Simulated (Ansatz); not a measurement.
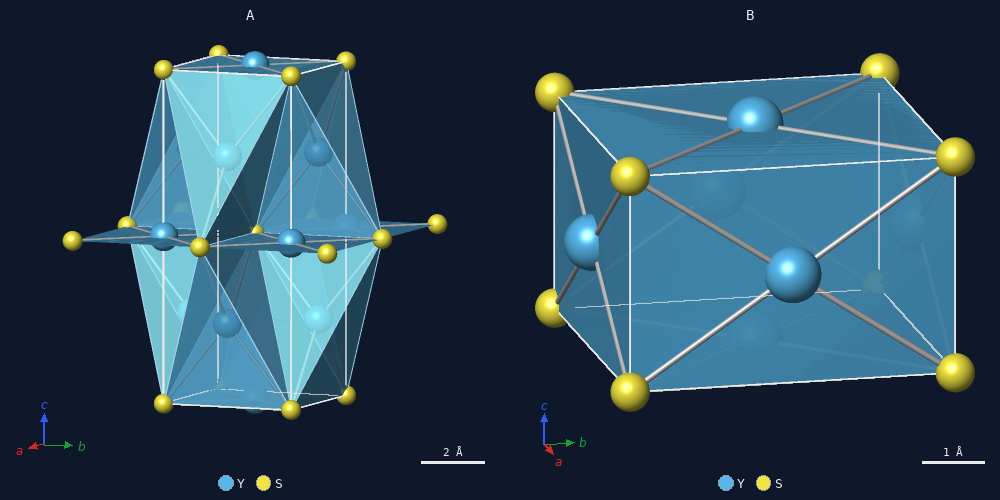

Two structures of Y₃S, each relaxed to rest (conventional cells in solid outline, small ones repeated, not to one scale). Method: DFT PBE, scalar-relativistic, plane waves, PAW in Ansatz, without spin polarisation.

### What are the two structures?

A: 8 atoms a cell on a body-centred tetragonal lattice, I4/mmm. B: 4 atoms a cell on a primitive tetragonal lattice, P4/mmm.

### Which polymorph is favoured?

B is lower, by 56 meV/atom at this level of theory (energies at zero smearing). Volumes: A 26.2, B 26.2 Å³/atom.

One or both may be structure types tried for this composition rather than known phases.
